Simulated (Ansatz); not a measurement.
# SiHCl2 radical (SMILES Cl[SiH]Cl): a rigid scan of the bond length Si2–H4

Aim: the energy along the bond length Si2–H4, from CCSD(T) and from cheaper methods, relative to the minimum. All other internal coordinates keep their values.

Method: single points in def2-TZVPP; program: Ansatz 0.2.0, Gaussian basis.

Levels: PBE-D4, r2SCAN-D4, PBE0-D4, B3LYP-D4, wB97M-V, Hartree-Fock, MP2, CCSD, CCSD(T). The scan takes 1.310, 1.362, 1.437, 1.526, 1.624, 1.730, 1.842, 1.960 Å.

Correlated methods freeze the cores. Orbitals are unrestricted. B3LYP uses VWN-RPA correlation.

### Step 1. The starting structure

The minimum, relaxed at PBE0-D4: SMILES `Cl[SiH]Cl`, 4 atoms, charge 0, spin multiplicity 2.

Atoms are counted from 1 here; the program's logs count them from 0.

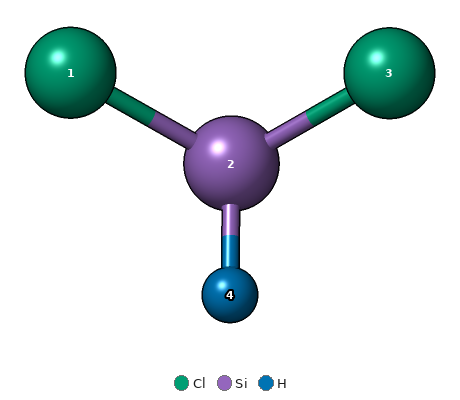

Start geometry, drawn with chlorine teal, silicon purple, hydrogen blue; atoms are numbered from 1 in the order of the file.

Geometry (Å):

```xyz
4
Cl2HSi
Cl   -1.6466    0.1778    0.8894
Si    0.1876   -0.4142    0.2000
Cl    0.2509   -0.2813   -1.8417
H     1.2082    0.5177    0.7524
```

Energies of the minimum (eV), from earlier single points: PBE-D4 -32927.43962, r2SCAN-D4 -32939.35318, PBE0-D4 -32930.18101, B3LYP-D4 -32943.10629, wB97M-V -32939.74047, CCSD(T) -32902.74164.

At the minimum the bond length Si2–H4 is 1.488 Å.

### Step 2. Si2–H4 = 1.310 Å

The input, ccsdt-tzvpp/in.yaml:

```yaml
crystal:
  periodic: [false, false, false]
  atoms:
    - {symbol: Cl, position_ang: [-1.646644, 0.177814, 0.889382]}
    - {symbol: Si, position_ang: [0.187626, -0.414158, 0.199985]}
    - {symbol: Cl, position_ang: [0.250858, -0.281336, -1.841739]}
    - {symbol: H, position_ang: [1.085914, 0.406068, 0.686204]}
basis:
  gaussian: {orbitals: def2-TZVPP}
magnetization: {spin_polarized: true, initial_magnetization: 1}
correlation: {method: ccsd_t}
scf: {omitted_lower_state_checks: [cluster_reference]}
```

No record of the launch command was kept for these runs.

After this run come: Si2–H4 = 1.362 Å; Si2–H4 = 1.437 Å; Si2–H4 = 1.526 Å; Si2–H4 = 1.624 Å; Si2–H4 = 1.730 Å; Si2–H4 = 1.842 Å; Si2–H4 = 1.960 Å.

Before running it: what results should come out? Wanted: highest point, CCSD(T); lowest point, CCSD(T); minimum along the scan, CCSD(T); RMS deviation from CCSD(T); largest T1 diagnostic.

As calculated:

| quantity | value |
| --- | --- |
| highest point, CCSD(T) | 23.3 kcal/mol at 1.960 Å |
| lowest point, CCSD(T) | 0.0 kcal/mol at 1.488 Å |
| minimum along the scan, CCSD(T) | 1.481 Å |
| curvature there | 17.7 eV/Å² |
| RMS deviation from CCSD(T) | PBE-D4 2.0, r2SCAN-D4 0.6, PBE0-D4 0.6, B3LYP-D4 0.9, wB97M-V 0.2, Hartree-Fock 1.8, MP2 1.3, CCSD 0.4 kcal/mol |
| largest T1 diagnostic | 0.019 |

A polynomial through the near points puts the CCSD(T) minimum 0.007 Å below the PBE0-D4 value. The third derivative is negative, the usual anharmonicity of a bond. Curvature against CCSD(T): PBE-D4 -11 %, Hartree-Fock +10 %. wB97M-V follows the CCSD(T) curve best and PBE-D4 worst. 1 further points are left out, because the reference changes its state there.
